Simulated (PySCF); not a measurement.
**C$_{4}$H$_{5}$F$_{3}$N (charge +1): NMR shielding calculation**

The run: NMR shielding calculation of C$_{4}$H$_{5}$F$_{3}$N, charge +1. Method and program: GIAO PBE0/pcSseg-1 NMR shielding, non-relativistic, gas phase (PySCF 2.14.0).

The geometry comes from this level: GFN2-xTB. Figures and captions count atoms from 1; the log counts them from 0 in places.

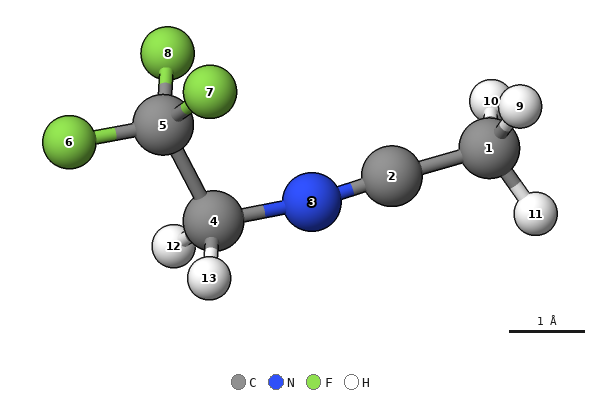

Figure 1. The input geometry (ball-and-stick view, seen at a tilt; atoms are numbered from 1 in the order of the input). Bond lengths as drawn: C–C 1.39 to 1.55 Å, C–F 1.32 to 1.33 Å, C–H 1.09 to 1.10 Å and C–N 1.15 to 1.38 Å.

Summary

```tsv
quantity	value
outcome	converged
total energy	−508.850810 hartree
HOMO	−15.30 eV
LUMO	−6.59 eV
isotropic shielding, C	57.7 to 188.4 ppm
isotropic shielding, N	104.7 ppm
isotropic shielding, F	251.2 to 251.6 ppm
isotropic shielding, H	27.0 to 28.2 ppm
hardware	1 CPU thread, shared host
wall time	24 s
peak memory	0.72 GiB
```

Input
```
{"job": {"kind": "nmr", "xc": "PBE0", "basis": "pcSseg-1"}, "charge": 1, "multiplicity": 1}
C      2.439527     0.514073     0.794016
C      1.248610     0.011359     0.278638
N      0.282511    -0.433677    -0.165351
C     -0.957216    -0.838474    -0.624106
C     -2.050515     0.145870    -0.120740
F     -3.237244    -0.231521    -0.551713
F     -2.061008     0.183901     1.210103
F     -1.798894     1.378478    -0.556515
H      2.318611     0.742388     1.858472
H      2.718934     1.431953     0.266277
H      3.245934    -0.217603     0.680991
H     -0.967076    -0.843951    -1.721425
H     -1.186563    -1.842311    -0.244967
```

The first line tells a small driver script what to run in PySCF; the rest is the geometry in Å.

Command:
```bash
OMP_NUM_THREADS=1 python <driver script> task.json out
```

The program's output
```
coarse grid: 11768 points
cycle   1  E = -508.6455790322  dE =  1.726e+00  |g| = 8.978e-01  |ddm| = 3.150e+00
cycle   2  E = -508.5196445152  dE =  1.259e-01  |g| = 1.323e+00  |ddm| = 1.162e+00
cycle   3  E = -508.7866307837  dE = -2.670e-01  |g| = 7.631e-02  |ddm| = 6.464e-01
cycle   4  E = -508.7866936238  dE = -6.284e-05  |g| = 7.224e-02  |ddm| = 7.884e-02
cycle   5  E = -508.7877059364  dE = -1.012e-03  |g| = 2.198e-02  |ddm| = 4.475e-02
cycle   6  E = -508.7878007074  dE = -9.477e-05  |g| = 3.780e-03  |ddm| = 1.376e-02
cycle   7  E = -508.7878037402  dE = -3.033e-06  |g| = 6.858e-04  |ddm| = 2.564e-03
final grid: 117496 points
cycle   8  E = -508.8508005959  dE = -4.021e-05  |g| = 6.561e-03  |ddm| = 2.320e-02
cycle   9  E = -508.8507989686  dE =  1.627e-06  |g| = 7.699e-03  |ddm| = 8.615e-03
cycle  10  E = -508.8508100910  dE = -1.112e-05  |g| = 1.203e-03  |ddm| = 4.400e-03
cycle  11  E = -508.8508103170  dE = -2.260e-07  |g| = 4.360e-04  |ddm| = 8.129e-04
cycle  12  E = -508.8508103507  dE = -3.365e-08  |g| = 1.823e-04  |ddm| = 2.955e-04
cycle  13  E = -508.8508103569  dE = -6.252e-09  |g| = 2.280e-05  |ddm| = 9.348e-05
cycle  14  E = -508.8508103570  dE = -1.012e-10  |g| = 4.941e-06  |ddm| = 1.618e-05
```

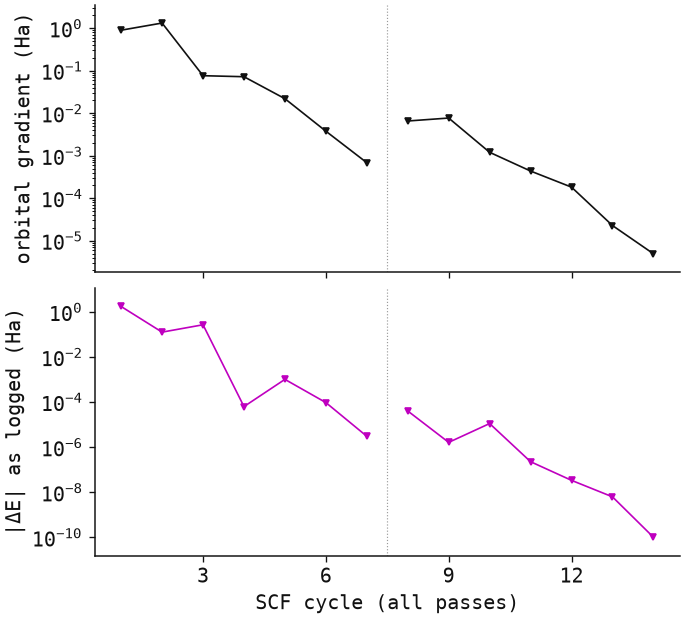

Figure 2. Convergence of the self-consistent field: orbital gradient and size of the energy change against the SCF cycle. The dotted line marks the change from a coarse to the final integration grid. The first 7 cycles use a coarse grid, the final grid takes over at cycle 8, and the field converges after 14 cycles in all.

```
converged SCF energy = -508.8508103570

GIAO shielding tensors (ppm)
atom      isotropic    diamagn.    paramagn.     s11        s22        s33       span
  0 C      188.390     250.371     -61.981    177.618    178.485    209.067     31.449
  1 C       61.781     272.204    -210.423    -41.165    -37.522    264.031    305.196
  2 N      104.696     337.111    -232.415     -8.604     -7.154    329.846    338.450
  3 C      140.406     250.139    -109.733    122.000    137.176    162.043     40.043
  4 C       57.668     243.918    -186.250     47.369     62.539     63.095     15.727
  5 F      251.150     466.225    -215.075    181.749    250.557    321.146    139.397
  6 F      251.469     475.343    -223.874    176.524    243.987    333.896    157.372
  7 F      251.559     475.685    -224.126    176.609    244.213    333.855    157.246
  8 H       28.140      26.210       1.930     22.968     25.741     35.712     12.744
  9 H       28.162      26.070       2.092     23.040     25.590     35.855     12.816
 10 H       28.168      24.433       3.735     23.025     25.227     36.252     13.227
 11 H       27.042      27.391      -0.348     22.615     26.412     32.100      9.485
 12 H       27.046      27.129      -0.084     22.615     26.418     32.104      9.489
```

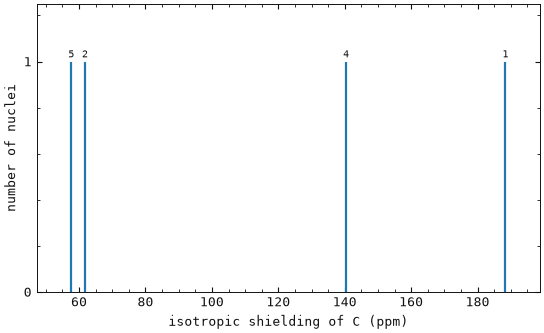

Figure 3. Isotropic shieldings of the carbon nuclei in this fixed geometry, labelled by atom number; shielding grows to the right, so chemical shift grows to the left. The least shielded is C5 (57.7 ppm), the most shielded C1 (188.4 ppm).

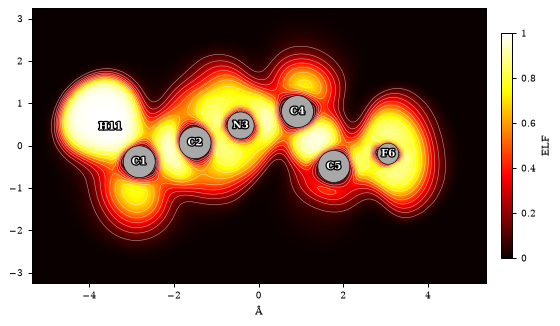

Figure 4. ELF on the plane of atoms N3, C4 and C5. Grey discs, where drawn, cover atomic cores. The plane passes through C, N, F and H nuclei. C–N (1.15 Å): the ELF peaks at about 0.80 between the atoms (a multiple bond by its length, whose ELF region spreads away from the axis). C–C (1.39 Å): the ELF peaks at about 0.95 between the atoms (localised, shared-pair bonding). C–H (1.09 Å): the ELF climbs to about 1 towards the hydrogen, as it does in any bond to H (a covalent bond by its length). C–C (1.55 Å): the ELF peaks at about 1 between the atoms (a shared electron pair).

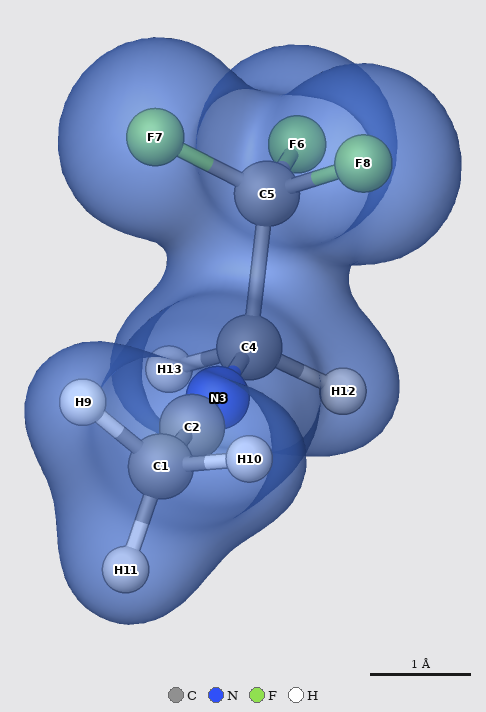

Figure 5. Isosurface of the electron density at 0.2 e/Å³ (blue), seen at an oblique angle. At this value the surface is in one piece. On the grid the lowest density along these lines, outside the cores, is 3.1 e/Å³ (C–N, 1.15 Å), 2 e/Å³ (C–F, 1.32 Å), 2 e/Å³ (C–C, 1.39 Å) and 1.8 e/Å³ (C–H, 1.09 Å).
